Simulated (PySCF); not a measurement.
SMILES [Cl][Ge]([Cl])([Cl])[CH2][CH2][GeH3], singlet, CAM-B3LYP/def2-SVP optimised geometry. Atoms within 1.6 Å of the plane z = 1.0 Å (x, y, z in Å): C2 (-0.95, -1.98, 1.54), C3 (-1.42, -0.53, 1.53), Ge4 (-0.74, 0.46, 0.00), Cl5 (-1.41, 2.50, 0.00), Cl6 (1.41, 0.46, 0.00), H11 (-1.28, -2.50, 0.63), H12 (0.15, -2.03, 1.56), H13 (-2.52, -0.44, 1.48), H14 (-1.09, 0.03, 2.42).

Level of theory: CAM-B3LYP/def2-TZVP (PySCF 2.14.0).

Map of the log10 of the electron density (e/bohr³), floored at −4 on the plane z = 1.0 Å:

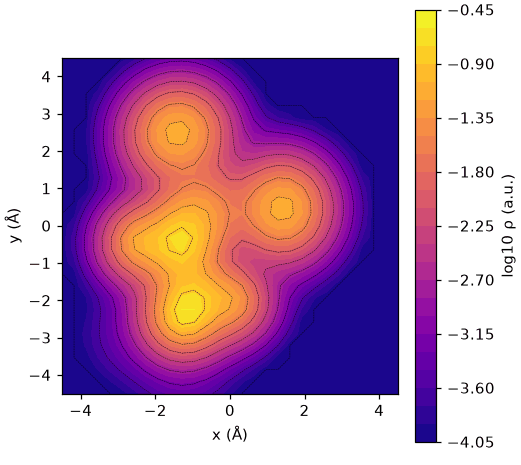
Log10 of the electron density (e/bohr³), floored at −4 on the plane z = 1.0 Å.
